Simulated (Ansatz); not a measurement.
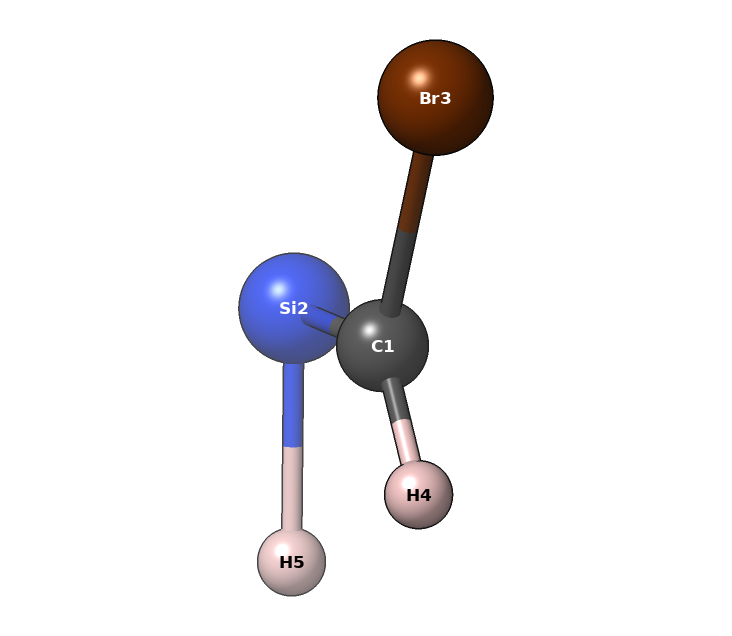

Si2 lies behind C1. The molecule seen a little off the C1–Si2 bond, C1 in front. Depth is shown by fading: the farther an atom, the more it takes the colour of the background. State: charge −1, singlet. The computed structure is the end point of a PBE0-D4/def2-TZVPD optimisation. No frequency run is at hand to confirm it as a minimum.

Question: What is the torsion angle Br3–C1–Si2–H5? The sign is positive where the front bond must turn clockwise to cover the back bond.

Answer: 180°, antiperiplanar (anti).
